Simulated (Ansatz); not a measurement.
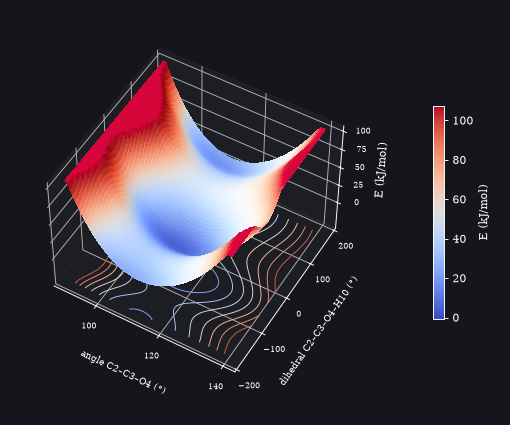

Energy landscape of C₃H₆FInO, SMILES C=C[C](O)(F)[InH2]. 
- Coordinates scanned: (1) angle C2–C3–O4; (2) dihedral C2–C3–O4–H10.
- Nothing is relaxed (all other coordinates rigid).
- The grid has 9 × 10 points.
- Points are written as (first, second).
- Energies: kJ/mol, counted from the lowest grid point.
- Method: RKS PBE-D4/def2-SVP (Ansatz 0.2.0).

The picture shows a relief with its contours projected below, any walls above the top of the colour scale cut off. Between grid points the surface is interpolated. 

What does the map say about the system?

Answer. The lowest grid point is at (115.0°, −36°). There is a further well near (115.0°, −180°) (14 kJ/mol above the lowest at that grid point). The highest grid point, (90.0°, 36°), lies 237 kJ/mol above the lowest. On the interpolated surface the easiest way out of the lowest well to the well at about (112°, 170°) passes a barrier of about 26 kJ/mol. Round the minimum the two coordinates are nearly uncoupled.

The values on the grid:

```csv
"dihedral C2–C3–O4–H10 ↓, angle C2–C3–O4 →",90.0,96.3,102.5,108.8,115.0,121.3,127.5,133.8,140.0
144,126,68,34,18,16,26,45,75,114
108,162,96,57,36,30,37,54,81,119
72,196,120,74,49,40,44,60,87,124
36,237,136,79,48,38,41,57,84,122
0,207,109,54,26,17,22,39,67,104
−36,146,72,29,7,0,6,23,51,88
−72,142,75,35,13,6,12,28,56,93
−108,150,86,48,28,23,30,47,76,114
−144,134,76,42,26,24,34,54,84,124
−180,114,59,28,15,14,25,46,77,117
```

Each point was launched as `ansatz run input.yaml --threads 1 --pin off --max-ram 2560MiB --backend cpu --events-out ev --progress --plain --runs-dir out`. Time for the 90 points that were run: 12 min on 1 thread of Intel(R) Xeon(R) Platinum 8488C (Sapphire Rapids), on a shared host.
